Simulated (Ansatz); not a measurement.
# CH5Al (AlH2Me): levels of theory compared

Aim: a comparison of 6 runs (UHF/STO-3G, BLYP/STO-3G, HSE06/STO-3G, UPBE/STO-3G, RPA@PBE/STO-3G, UMP2/STO-3G) of CH5Al (AlH2Me). 

The calculation is run with Ansatz 0.2.0.

56 further runs of the same task are left out: 2 that didn't finish, 54 set aside as unsound or not needed.

### 1 The system as given

CH5Al: 7 atoms, total charge 0, spin state singlet. As SMILES, `[H][Al]([H])[CH3]`. The H3–Al1 distance was set to 2.327 Å, away from the relaxed value. At this shape a bond of the SMILES string is far longer than usual.

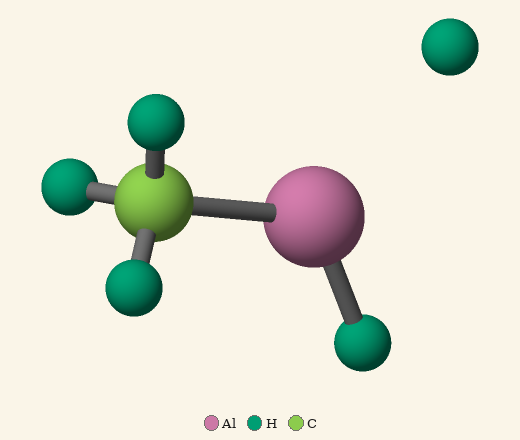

Viewed from a chosen angle; aluminium pink, hydrogen teal, carbon green.

### 2 The energy at UHF/STO-3G (run 1)

Input file molecule.yaml:

```yaml
crystal:
  periodic: [false, false, false]
  atoms:
    - symbol: Al
      position_ang: [0.876882, 0.231201, 0.012149]
    - symbol: H
      position_ang: [2.424252, 0.335951, 0.054459]
    - symbol: H
      position_ang: [-0.157080, 2.315610, -0.032820]
    - symbol: C
      position_ang: [-0.112158, -1.489319, 0.012239]
    - symbol: H
      position_ang: [-0.233968, -1.918619, -0.990111]
    - symbol: H
      position_ang: [-1.124598, -1.385069, 0.423819]
    - symbol: H
      position_ang: [0.394532, -2.258419, 0.610189]
basis:
  gaussian: {orbitals: STO-3G}
magnetization: {spin_polarized: true, initial_magnetization: 0}
accuracy: high
hamiltonian: {xc: hf}
```

Launch:

```bash
$ ansatz run molecule.yaml --threads 1 --pin off --max-ram 2610MiB --events-out events.jsonl --progress --plain --runs-dir runs
```

The log of the run:

```text
Warning: RAYON_NUM_THREADS=1 ignored (pool sized by the plan → 1); use --threads N
Functional definition: HF
  name "HF"
  exchange = exact_x
  correlation = 0
334 factors; integrals over basis functions are off by at most 1.5e-8 eV
mean field evaluation 1: about -7594.5861 eV, gradient 1.2e1 eV
mean field evaluation 2: about -7594.6175 eV, gradient 1.2e1 eV
mean field evaluation 4: about -7596.6124 eV, gradient 8.4e-1 eV
mean field evaluation 8: about -7596.6175 eV, gradient 1.4e-5 eV
mean field evaluation 16: about -7596.7188 eV, gradient 3.5e0 eV
mean field evaluation 32: about -7597.0124 eV, gradient 6.9e-3 eV
mean field -7597.03877026 eV, -279.1860253493 hartree, gradient 1.4e-8 eV, S^2 0.519225; 4 other end points of the search recorded, 0 dependent functions left out
reference -7597.03877026 eV, -279.1860253493 hartree; 12, 12 occupied and 7, 7 virtual orbitals, 334 factors
Total energy: -7597.03877026 eV, -279.1860253493 hartree
```

It took 0.16 s on 1 thread of Arm Neoverse V2, shared host.

### 3 A single-point energy at BLYP/STO-3G (run 2)

Input file in.yaml:

```yaml
crystal:
  periodic: [false, false, false]
  atoms:
    - {symbol: Al, position_ang: [0.876882, 0.231201, 0.012149]}
    - {symbol: H, position_ang: [2.424252, 0.335951, 0.054459]}
    - {symbol: H, position_ang: [-0.157080, 2.315610, -0.032820]}
    - {symbol: C, position_ang: [-0.112158, -1.489319, 0.012239]}
    - {symbol: H, position_ang: [-0.233968, -1.918619, -0.990111]}
    - {symbol: H, position_ang: [-1.124598, -1.385069, 0.423819]}
    - {symbol: H, position_ang: [0.394532, -2.258419, 0.610189]}
basis:
  gaussian: {orbitals: STO-3G}
hamiltonian: {xc: {name: BLYP}}
accuracy: high
```

Launch:

```bash
$ ansatz run in.yaml --threads 1 --pin off --max-ram 2610MiB --events-out events.jsonl --progress --plain --runs-dir runs
```

The log of the run:

```text
Warning: RAYON_NUM_THREADS=1 ignored (pool sized by the plan → 1); use --threads N
Functional definition: BLYP
  name "BLYP"
  parameter beta = 0.0042
  parameter a = 0.04918
  parameter b = 0.132
  parameter c = 0.2533
  parameter d = 0.349
  exchange = b88_x(beta = beta)
  correlation = lyp_c(a = a, b = b, c = c, d = d)
334 factors; integrals over basis functions are off by at most 1.5e-8 eV
mean field evaluation 1: about -7613.7737 eV, gradient 2.9e1 eV
mean field evaluation 2: about -7605.4702 eV, gradient 3.8e1 eV
mean field evaluation 4: about -7618.2094 eV, gradient 2.5e0 eV
mean field evaluation 8: about -7618.1411 eV, gradient 2.5e-1 eV
mean field evaluation 16: about -7618.1416 eV, gradient 2.3e-6 eV
mean field -7618.14158180 eV, -279.9615393692 hartree, gradient 7.7e-9 eV, S^2 0.000000; 0 other end points of the search recorded, 0 dependent functions left out
reference -7618.14162447 eV, -279.9615409375 hartree; 12, 12 occupied and 7, 7 virtual orbitals, 334 factors
Total energy: -7618.14162447 eV, -279.9615409375 hartree
```

It took 1.1 s on 1 thread of Arm Neoverse V2, shared host; peak memory 0.098 GiB.

Runs 3 to 5 aren't shown in full; the table further down has their settings and results.

### 4 The energy at UMP2/STO-3G (run 6)

Input file job.yaml:

```yaml
crystal:
  periodic: [false, false, false]
  atoms:
    - symbol: Al
      position_ang: [0.876882, 0.231201, 0.012149]
    - symbol: H
      position_ang: [2.424252, 0.335951, 0.054459]
    - symbol: H
      position_ang: [-0.157080, 2.315610, -0.032820]
    - symbol: C
      position_ang: [-0.112158, -1.489319, 0.012239]
    - symbol: H
      position_ang: [-0.233968, -1.918619, -0.990111]
    - symbol: H
      position_ang: [-1.124598, -1.385069, 0.423819]
    - symbol: H
      position_ang: [0.394532, -2.258419, 0.610189]
basis:
  gaussian:
    orbitals: STO-3G
total_charge: 0
magnetization:
  spin_polarized: true
correlation:
  method: mp2
  frozen_orbitals: {Al: 5, C: 1, H: 0}
accuracy: high
```

Launch:

```bash
$ ansatz run job.yaml --threads 1 --pin off --max-ram 2610MiB --events-out events.jsonl --progress --plain --runs-dir runs
```

The log of the run:

```text
Warning: RAYON_NUM_THREADS=1 ignored (pool sized by the plan → 1); use --threads N
[... 4 set-up lines as earlier in the session ...]
334 factors; integrals over basis functions are off by at most 1.5e-8 eV
mean field evaluation 1: about -7594.5861 eV, gradient 1.2e1 eV
mean field evaluation 2: about -7594.6175 eV, gradient 1.2e1 eV
mean field evaluation 4: about -7596.6124 eV, gradient 8.4e-1 eV
mean field evaluation 8: about -7596.6175 eV, gradient 1.4e-5 eV
mean field evaluation 16: about -7596.7188 eV, gradient 3.5e0 eV
mean field evaluation 32: about -7597.0124 eV, gradient 6.9e-3 eV
mean field -7597.03877026 eV, -279.1860253493 hartree, gradient 1.4e-8 eV, S^2 0.519225; 4 other end points of the search recorded, 0 dependent functions left out
6 core orbitals not correlated: weight in the atoms' cores, before any rotation towards them, 0.999 or more for the frozen orbitals, at most 0.000 for the correlated occupied ones
reference -7597.03877026 eV, -279.1860253493 hartree; 6, 6 occupied and 7, 7 virtual orbitals, 334 factors
second order -2.18435105 eV of doubles, -0.00000000 eV of singles
Total energy: -7599.22312132 eV, -279.2662987699 hartree
```

It took 0.16 s on 1 thread of Arm Neoverse V2, shared host.

### 5 Overview of the runs

```
run           level  frozen core orbitals  energy (Eh)  wall time
  1      UHF/STO-3G                     –  -279.186025     0.16 s
  2     BLYP/STO-3G                     –  -279.961541      1.1 s
  3    HSE06/STO-3G                     –  -279.837808      1.3 s
  4     UPBE/STO-3G                     –  -279.804493      1.8 s
  5  RPA@PBE/STO-3G                     6  -279.385197      1.6 s
  6     UMP2/STO-3G                     6  -279.266299     0.16 s
```

### 6 What came out

| quantity | value |
| --- | --- |
| run 6: total energy | -279.26630 Eh |
| run 6: correlation energy (6 core orbitals frozen) | -80.3 mEh |
| run 6: ⟨S²⟩ of the reference determinant | 0.519 |

In words: Totals of different functionals can't be ranked against each other. In runs 1, 2, 3, 4, 5, 6 the basis is minimal, so the values are rough. Spin contamination of the reference: run 1 ⟨S²⟩ = 0.52, run 6 ⟨S²⟩ = 0.52. All runs together took 6.1 s, the longest 1.8 s.
